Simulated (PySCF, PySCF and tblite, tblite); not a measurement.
# C4H5B2FO: a path driven as rotation about a bond, and NMR exchange

Aim: the barrier and rate of rotation about a bond in C4H5B2FO (`Bc1ccoc1BF`), and what it does to NMR lines.

Computed with tblite 0.8.0 (tight binding) and PySCF 2.14.0 (DFT, with response routines of our own); each step states its level. Atoms count from 0 throughout.

## 1. The molecule as given

13 atoms, charge 0, multiplicity 1; geometry from: force field or distance geometry start.

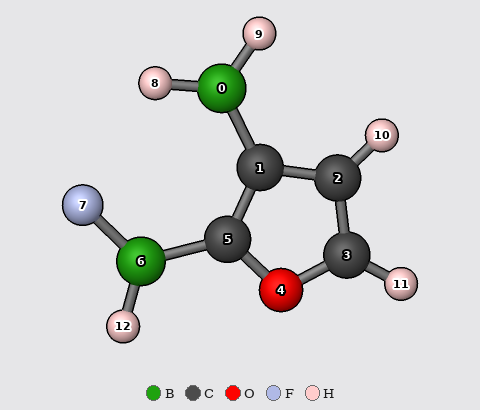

The starting geometry (boron green, carbon dark grey, oxygen red, fluorine light blue, hydrogen pink), atoms numbered.

## 2. GFN2-xTB relaxation, start minimum

Job settings and geometry (Å):

```
{"job": {"xc": "GFN2-xTB", "basis": "xTB", "kind": "relax"}, "charge": 0, "multiplicity": 1}
B      1.783600     0.209900    -0.815800
C      0.387800    -0.275000    -0.271400
C     -0.066400    -1.577600    -0.346600
C     -1.315500    -1.565000     0.245700
O     -1.596600    -0.366500     0.693800
C     -0.602500     0.438200     0.393900
B     -0.608800     1.964900     0.771000
F      0.501500     2.837300     0.453500
H      2.122300     1.332700    -0.706000
H      2.492000    -0.553700    -1.349100
H      0.420700    -2.423900    -0.802300
H     -1.971800    -2.430900     0.365300
H     -1.550500     2.410100     1.350200
```

On the command line:

```console
> OMP_NUM_THREADS=1 python ens_run.py task.json out
```

The driver reads the study from task.json and runs its stages one after another.

Standard output:

```text
step      E/eV     max force
  0    -609.24284    3.424
  1    -609.57139    2.066
  2    -609.64308    1.036
  3    -609.66867    0.753
  4    -609.69455    0.389
  5    -609.70085    0.311
  6    -609.70736    0.226
  7    -609.70983    0.188
  8    -609.71212    0.118
  9    -609.71323    0.090
 10    -609.71389    0.062
 11    -609.71433    0.067
 12    -609.71490    0.071
 13    -609.71567    0.103
 14    -609.71655    0.101
 15    -609.71726    0.065
 16    -609.71772    0.059
 17    -609.71803    0.051
 18    -609.71829    0.043
 19    -609.71853    0.036
 20    -609.71873    0.034
 21    -609.71888    0.028
 22    -609.71895    0.024
 23    -609.71898    0.011
 24    -609.71899    0.011
 25    -609.71900    0.009
 26    -609.71901    0.009
 27    -609.71901    0.007
 28    -609.71902    0.011
 29    -609.71903    0.015
 30    -609.71904    0.013
 31    -609.71905    0.009
 32    -609.71906    0.008
 33    -609.71907    0.007
 34    -609.71907    0.007
 35    -609.71908    0.005
 36    -609.71908    0.003
 37    -609.71908    0.002
```

Wall time 0.18 s (1 thread of Arm Neoverse V1, shared host).

Relaxing gained 0.476 eV and moved the atoms by 0.07 Å on average (rms).

## 3. Relaxed scan, rotation

Job settings and geometry (Å):

```
{"job": {"xc": "GFN2-xTB", "basis": "xTB", "coordinate": [["t", [7, 6, 5, 4], 0.25], ["t", [7, 6, 5, 1], 0.25], ["t", [12, 6, 5, 4], 0.25], ["t", [12, 6, 5, 1], 0.25]], "kind": "drive"}, "charge": 0, "multiplicity": 1}
B      1.811305     0.203221    -0.833771
C      0.454580    -0.272665    -0.289880
C     -0.069243    -1.594641    -0.359483
C     -1.290155    -1.566279     0.242369
O     -1.573720    -0.338012     0.681943
C     -0.529616     0.473141     0.372589
B     -0.629261     1.951736     0.784163
F      0.350382     2.789426     0.511325
H      2.140001     1.315263    -0.720732
H      2.508593    -0.572077    -1.363294
H      0.409681    -2.444616    -0.801469
H     -2.024253    -2.331055     0.411964
H     -1.562682     2.387044     1.346549
```

Standard output:

```text
point  coordinate     E/eV
  0    -75.200     -609.70444
  1    -60.400     -609.66789
  2    -45.600     -609.60605
  3    -30.500     -609.53711
  4    -15.300     -609.47620
  5     -0.000     -609.44738
  6     15.400     -609.46210
  7     30.600     -609.51119
  8     45.600     -609.57422
  9     60.500     -609.62958
 10     75.300     -609.67039
 11     90.000     -609.68201
```

Wall time 1.8 s (1 thread of Arm Neoverse V1, shared host).

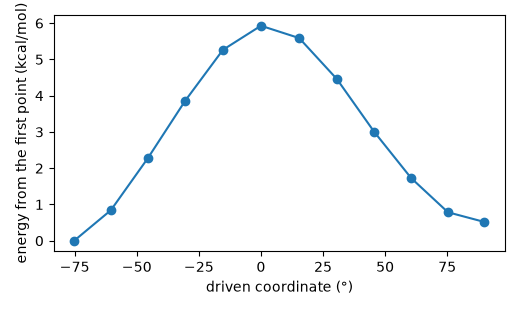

Energy along the scan.

## 4. Nudged elastic band, leg 1

Changed since step 3:

```diff
@@ -1,2 +1,2 @@
-{"job": {"xc": "GFN2-xTB", "basis": "xTB", "coordinate": [["t", [7, 6, 5, 4], 0.25], ["t", [7, 6, 5, 1], 0.25], ["t", [12, 6, 5, 4], 0.25], ["t", [12, 6, 5, 1], 0.25]], "kind": "drive"}, "charge": 0, "multiplicity": 1}
+{"job": {"xc": "GFN2-xTB", "basis": "xTB", "kind": "neb"}, "charge": 0, "multiplicity": 1}
 B      1.811305     0.203221    -0.833771
```

Standard output:

```text
image   E - E0 / eV
  0       0.0000
  1       0.0579
  2       0.1966
  3       0.2724
  4       0.1968
  5       0.0759
  6       0.0344
```

Wall time 1.2 s (1 thread of Arm Neoverse V1, shared host).

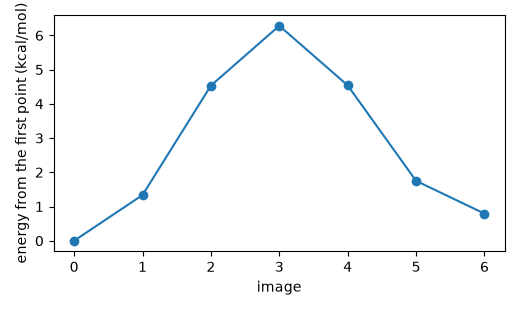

Energy along the band.

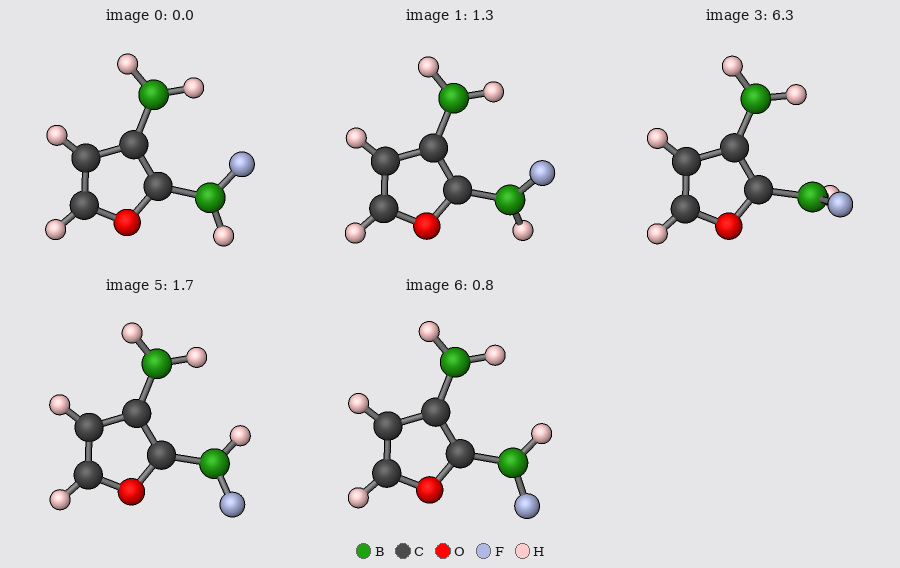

Images along the band, with energies in kcal/mol.

## 5. Saddle search, leg 1

Job settings and geometry (Å):

```
{"job": {"xc": "GFN2-xTB", "basis": "xTB", "kind": "saddle"}, "charge": 0, "multiplicity": 1}
B      1.852166     0.190832    -0.607007
C      0.463591    -0.313301    -0.222064
C     -0.091749    -1.627086    -0.361445
C     -1.365214    -1.565087     0.091849
O     -1.659946    -0.313541     0.505108
C     -0.565920     0.447244     0.321436
B     -0.544376     1.965629     0.721718
F     -0.947469     2.868381    -0.136925
H      2.129913     1.306711    -0.388220
H      2.619439    -0.529301    -1.114954
H      0.416875    -2.487241    -0.745726
H     -2.144160    -2.297430     0.173138
H     -0.163149     2.354191     1.763093
```

Standard output:

```text
step      E/eV     max force
  0    -609.44671   0.0181
  1    -609.44713   0.0067
  2    -609.44713   0.0000
lowest wavenumbers (cm-1): -127.1 121.5 140.2 190.9 247.0 278.8
```

Wall time 1.7 s (1 thread of Arm Neoverse V1, shared host).

Point group C1; 1 imaginary mode, 127i cm⁻¹, carried by F7, H12, B6. Steps downhill from it reached both ends.

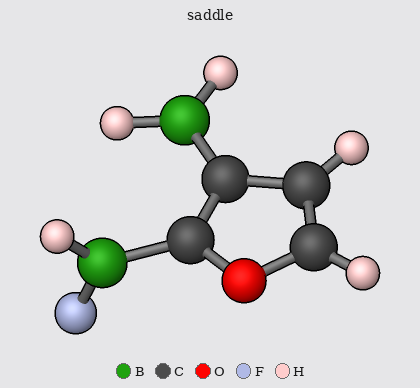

The saddle point.

## 6. Shieldings, start: PBE0/pcSseg-1

Job settings and geometry (Å):

```
{"job": {"kind": "nmr", "xc": "PBE0", "basis": "pcSseg-1", "pop": false}, "charge": 0, "multiplicity": 1}
B      1.811305     0.203221    -0.833771
C      0.454580    -0.272665    -0.289880
C     -0.069243    -1.594641    -0.359483
C     -1.290155    -1.566279     0.242369
O     -1.573720    -0.338012     0.681943
C     -0.529616     0.473141     0.372589
B     -0.629261     1.951736     0.784163
F      0.350382     2.789426     0.511325
H      2.140001     1.315263    -0.720732
H      2.508593    -0.572077    -1.363294
H      0.409681    -2.444616    -0.801469
H     -2.024253    -2.331055     0.411964
H     -1.562682     2.387044     1.346549
```

Standard output:

```text
coarse grid: 11792 points
cycle   1  E = -379.6268735203  dE =  1.286e+00  |g| = 5.554e-01  |ddm| = 3.350e+00
cycle   2  E = -379.5758112385  dE =  5.106e-02  |g| = 8.051e-01  |ddm| = 9.513e-01
cycle   3  E = -379.6856092373  dE = -1.098e-01  |g| = 7.197e-02  |ddm| = 5.615e-01
cycle   4  E = -379.6863071695  dE = -6.979e-04  |g| = 4.432e-02  |ddm| = 8.839e-02
cycle   5  E = -379.6866648207  dE = -3.577e-04  |g| = 1.358e-02  |ddm| = 3.955e-02
cycle   6  E = -379.6867002723  dE = -3.545e-05  |g| = 4.767e-03  |ddm| = 1.395e-02
cycle   7  E = -379.6867058238  dE = -5.552e-06  |g| = 1.086e-03  |ddm| = 4.983e-03
final grid: 116920 points
cycle   8  E = -379.7464381159  dE = -3.907e-05  |g| = 1.139e-02  |ddm| = 3.196e-02
cycle   9  E = -379.7463813633  dE =  5.675e-05  |g| = 2.053e-02  |ddm| = 2.099e-02
cycle  10  E = -379.7464630657  dE = -8.170e-05  |g| = 1.946e-03  |ddm| = 1.433e-02
cycle  11  E = -379.7464640017  dE = -9.360e-07  |g| = 4.416e-04  |ddm| = 2.053e-03
cycle  12  E = -379.7464640442  dE = -4.256e-08  |g| = 1.455e-04  |ddm| = 4.437e-04
cycle  13  E = -379.7464640487  dE = -4.460e-09  |g| = 5.275e-05  |ddm| = 1.527e-04
cycle  14  E = -379.7464640494  dE = -6.958e-10  |g| = 1.279e-05  |ddm| = 5.580e-05
converged SCF energy = -379.7464640494

GIAO shielding tensors (ppm)
atom      isotropic    diamagn.    paramagn.     s11        s22        s33       span
  0 B       30.103     193.686    -163.583    -30.106    -12.107    132.523    162.629
  1 C       36.712     253.927    -217.215    -46.398    -14.611    171.145    217.543
  2 C       57.480     255.194    -197.714    -30.703     55.548    147.594    178.297
  3 C       30.536     252.912    -222.376    -51.859     36.413    107.056    158.915
  4 O      -14.888     398.508    -413.396   -179.349   -112.902    247.588    426.936
  5 C       10.859     256.558    -245.700    -71.101      0.672    103.006    174.106
  6 B       59.147     191.647    -132.499     25.901     63.006     88.535     62.635
  7 F      213.679     468.327    -254.648     16.977    116.200    507.860    490.883
  8 H       23.900      30.650      -6.750     18.890     24.796     28.014      9.124
  9 H       24.243      30.161      -5.918     19.089     26.088     27.551      8.461
 10 H       24.437      32.360      -7.923     22.678     24.358     26.276      3.598
 11 H       23.706      29.869      -6.163     20.956     24.550     25.611      4.655
 12 H       26.104      28.374      -2.269     23.435     27.177     27.702      4.268
```

It took 15 s on 1 thread of Arm Neoverse V1, shared host; peak memory 0.74 GiB.

Key values: HOMO -7.48 eV, LUMO -2.56 eV; dipole 2.49 D.

[end of part 1 of 2]
